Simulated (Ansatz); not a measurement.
System (SMILES): [SiH2] (SiH2) (closed-shell singlet).
Atoms: Si1, H2, H3. Bonds: Si1-H2, Si1-H3.

Basis-set convergence of the highest harmonic wavenumber at MP2 with Ansatz (a quantum-chemistry and plane-wave program). Each level at its own minimum, finite differences of forces, unscaled; the reference is a large set that could be run, not a limit. Cartesian d functions, on some or all atoms, in 6-31G*, 6-311+G**; all else is spherical. Cores are frozen. A restricted Hartree-Fock determinant is unstable towards unrestricted orbitals. No added dispersion term, no relativity. Reference: the value in def2-QZVPP, 2131 cm⁻¹, itself unsure by roughly 8 cm⁻¹ (its mean distance from cc-pV(Q+d)Z, aug-cc-pV(T+d)Z, def2-TZVPPD). Deviations are taken from unrounded values.

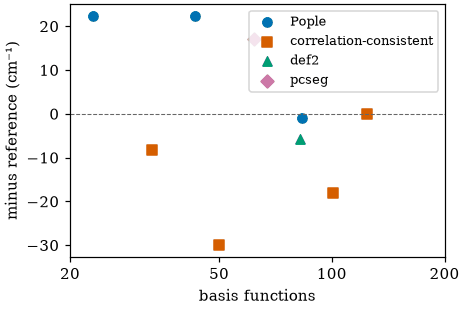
Deviation from the reference against the number of basis functions, by family of sets.

```json
[
 {"basis": "6-31G*", "functions": "23", "highest harmonic wavenumber (cm⁻¹)": "2153", "minus reference (cm⁻¹)": "22"},
 {"basis": "cc-pV(D+d)Z", "functions": "33", "highest harmonic wavenumber (cm⁻¹)": "2123", "minus reference (cm⁻¹)": "-8"},
 {"basis": "6-311+G**", "functions": "43", "highest harmonic wavenumber (cm⁻¹)": "2153", "minus reference (cm⁻¹)": "22"},
 {"basis": "aug-cc-pV(D+d)Z", "functions": "50", "highest harmonic wavenumber (cm⁻¹)": "2101", "minus reference (cm⁻¹)": "-30"},
 {"basis": "pcseg-2", "functions": "62", "highest harmonic wavenumber (cm⁻¹)": "2148", "minus reference (cm⁻¹)": "17"},
 {"basis": "def2-TZVPPD", "functions": "82", "highest harmonic wavenumber (cm⁻¹)": "2125", "minus reference (cm⁻¹)": "-6"},
 {"basis": "6-311++G(3df,3pd)", "functions": "83", "highest harmonic wavenumber (cm⁻¹)": "2130", "minus reference (cm⁻¹)": "-1"},
 {"basis": "aug-cc-pV(T+d)Z", "functions": "101", "highest harmonic wavenumber (cm⁻¹)": "2113", "minus reference (cm⁻¹)": "-18"},
 {"basis": "cc-pV(Q+d)Z", "functions": "124", "highest harmonic wavenumber (cm⁻¹)": "2131", "minus reference (cm⁻¹)": "0"}
]
```
